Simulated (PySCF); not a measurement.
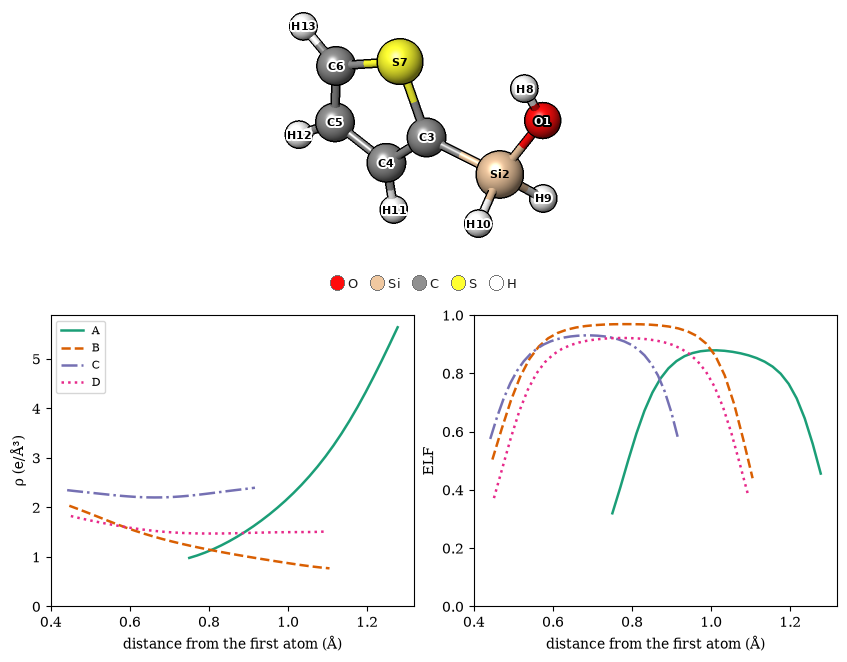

C$_{4}$H$_{6}$OSSi (SMILES O[SiH2]c1cccs1). Total electron density and electron localisation function along straight lines between neighbouring atoms. The curves leave out the atomic cores. The structure is drawn too.

Geometry: GFN2-xTB.

The calculation used PySCF 2.14.0, B3LYP/def2-SVPD, SCF density, gas phase.

Input file:

```
{"job": {"kind": "uv", "xc": "B3LYP", "basis": "def2-SVPD", "nstates": 8, "ntriplets": 3}, "charge": 0, "multiplicity": 1}
O     -2.740270     1.143828    -0.444396
Si    -2.017501    -0.271862    -0.123094
C     -0.154115    -0.053547     0.002648
C      0.768062    -0.908117     0.529703
C      2.097992    -0.442723     0.450325
C      2.183463     0.774146    -0.144731
S      0.641747     1.365296    -0.612582
H     -2.409588     1.748342    -1.103526
H     -2.588454    -0.636279     1.165738
H     -2.283459    -1.246752    -1.186290
H      0.493270    -1.851331     0.968359
H      2.949086    -0.986909     0.820222
H      3.055378     1.366395    -0.340104
```

Run with:

```sh
OMP_NUM_THREADS=1 python probes_run.py task.json out
```

Q: Which curve belongs to which contact (C–C, C–S, C–Si and Si–O)? The first atom named is at distance zero.

A: Curve A: Si–O (1.62 Å): ρ is about 1.2 e/Å³ halfway; the ELF peaks at about 0.90 between the atoms (a short, strongly polar bond). Curve B: C–Si (1.88 Å): the density is about 0.95 e/Å³ at the midpoint; the ELF peaks at about 0.95 between the atoms (a shared electron pair). Curve C: C–C (1.36 Å): the density is about 2.2 e/Å³ at the midpoint; the ELF peaks at about 0.95 between the atoms (a covalent bond). Curve D: C–S (1.72 Å): the density is about 1.5 e/Å³ at the midpoint; the ELF peaks at about 0.90 between the atoms: localised, covalent bonding.
